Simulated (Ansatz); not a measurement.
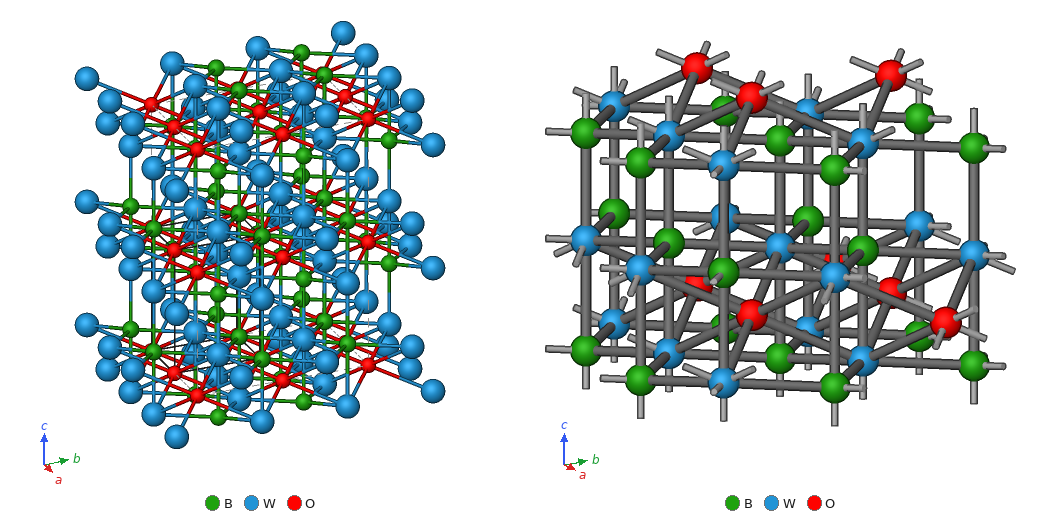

Left: the structure. Right: its underlying net. Nodes are coloured by element. Short stubs are edges that leave the cut-out.

B2W2O (space group P-3m1, No. 164): the end point of a relaxation with Ansatz, DFT PBE, scalar-relativistic, plane waves, PAW; the starting structure was generated, so it need not be a known form of this composition.

Bonds are taken as B–W below 2.5 Å and O–W below 2.8 Å. The graph is simplified in the usual way: terminal and isolated atoms are pruned, two-connected atoms become edges.

The result is a trinodal (5,6,8)-connected, three-periodic net: B is a 5-connected node; O is a 6-connected node; W is an 8-connected node, in the ratio 2:1:2. It is a single net, without interpenetration.

```csv
node,links,point symbol,coordination sequence
B,5,4⁹·6,5 23 35 92
O,6,4¹²·6³,6 24 36 92
W,8,4¹⁸·6¹⁰,8 17 53 62
```
